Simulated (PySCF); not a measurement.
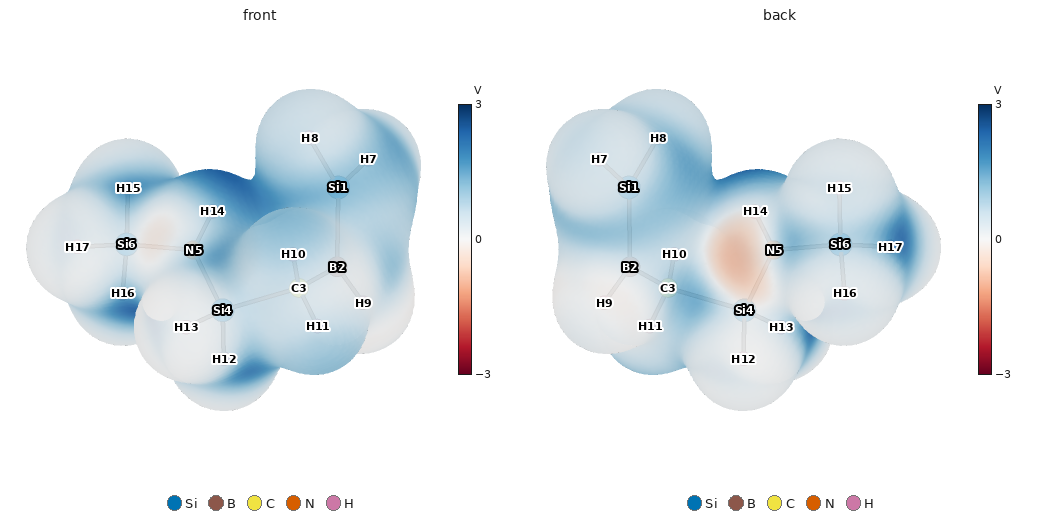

Figure 1: CH11BNSi3 (SMILES [SiH2]BC[SiH2]N[SiH3]) (doublet). The electrostatic potential painted on the density surface at 0.004 e/bohr³, seen from the front and from behind; the colour scale runs from red (negative) to blue (positive).

Geometry: GFN2-xTB.

Level of theory: PySCF, UKS B3LYP, pcH-1 on B C H N Si, non-relativistic, mean-field spin-orbit, GIAO.

```yaml
atoms:
  - { symbol: Si, position_ang: [-2.4949, 0.2529, 1.1955] }
  - { symbol: B, position_ang: [-1.8721, -1.1144, 0.0598] }
  - { symbol: C, position_ang: [-1.1196, -0.7744, -1.2899] }
  - { symbol: Si, position_ang: [0.7591, -0.6596, -0.9817] }
  - { symbol: N, position_ang: [0.9886, 0.5379, 0.2524] }
  - { symbol: Si, position_ang: [2.4645, 1.0339, 1.0013] }
  - { symbol: H, position_ang: [-3.1541, 0.1566, 2.5071] }
  - { symbol: H, position_ang: [-2.4521, 1.7098, 0.9595] }
  - { symbol: H, position_ang: [-1.9839, -2.2524, 0.3515] }
  - { symbol: H, position_ang: [-1.4300, 0.1738, -1.7345] }
  - { symbol: H, position_ang: [-1.2621, -1.5372, -2.0556] }
  - { symbol: H, position_ang: [1.3338, -1.9118, -0.4813] }
  - { symbol: H, position_ang: [1.4503, -0.2754, -2.2263] }
  - { symbol: H, position_ang: [0.2166, 1.1739, 0.3727] }
  - { symbol: H, position_ang: [2.0681, 1.9128, 2.1035] }
  - { symbol: H, position_ang: [3.1458, -0.1706, 1.4706] }
  - { symbol: H, position_ang: [3.3350, 1.7563, 0.0653] }
```

Question: Which sites attract a positive test charge, and which a negative one?

Answer: A positive charge is drawn to the negative regions and a negative charge to the positive ones. The most negative region (about −0.8 V) lies over N5, the most positive (about +2.4 V) over Si4, Si6 and H14.
